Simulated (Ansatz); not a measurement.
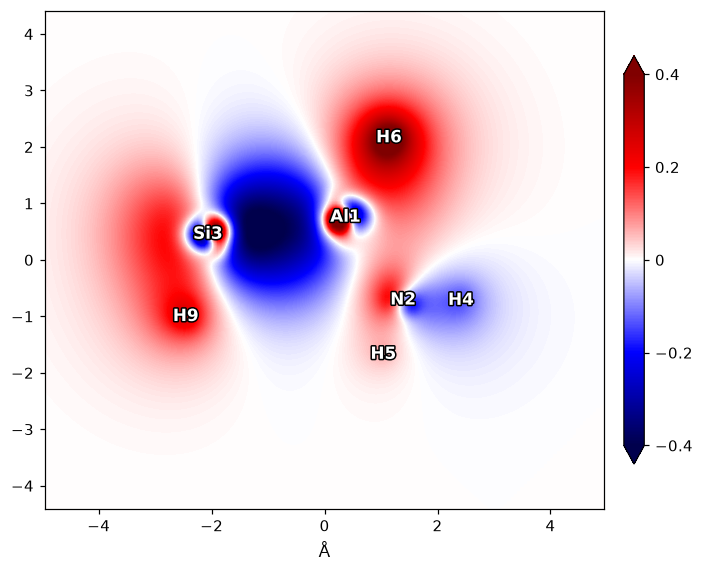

AlH₆NSi (SMILES [NH2][AlH][SiH3]). One frontier orbital on the plane of atoms Al1, N2 and H5 (values in Å⁻³ᐟ²; the overall sign is arbitrary).

Geometry: PBE-D3(BJ)/def2-SVP.

All numbers below come from Ansatz, isolated molecule in a Gaussian basis; Kohn-Sham density functional theory, functional PBE0.

The calculation's input:

```
basis:
  gaussian:
    orbitals: def2-TZVPD
crystal:
  periodic: [false, false, false]
  atoms:
    - {symbol: Al, position_ang: [-1.639585, -0.854122, 0.211035]}
    - {symbol: N, position_ang: [-0.847653, -1.256858, 1.762268]}
    - {symbol: Si, position_ang: [-0.632667, 0.919815, -1.156387]}
    - {symbol: H, position_ang: [-1.169396, -1.973558, 2.418491]}
    - {symbol: H, position_ang: [-0.005106, -0.807023, 2.129224]}
    - {symbol: H, position_ang: [-2.952139, -1.690625, -0.162203]}
    - {symbol: H, position_ang: [-1.593255, 2.061502, -1.391338]}
    - {symbol: H, position_ang: [-0.223722, 0.414314, -2.519711]}
    - {symbol: H, position_ang: [0.601907, 1.505033, -0.512179]}
hamiltonian:
  xc: pbe0
output:
  forces: true
  orbitals: {seedname: orbitals}
```

Command:

```sh
ansatz run input.yaml --threads 1 --pin off --max-ram 2610MiB --events-out events.jsonl --progress --plain --runs-dir runs
```

### Which orbital is it: HOMO or LUMO?

The HOMO, at −7.57 eV. Its weight (Hirshfeld) is mainly on Si3 (about 40 %), Al1 (about 30 %) and H6 (about 15 %).
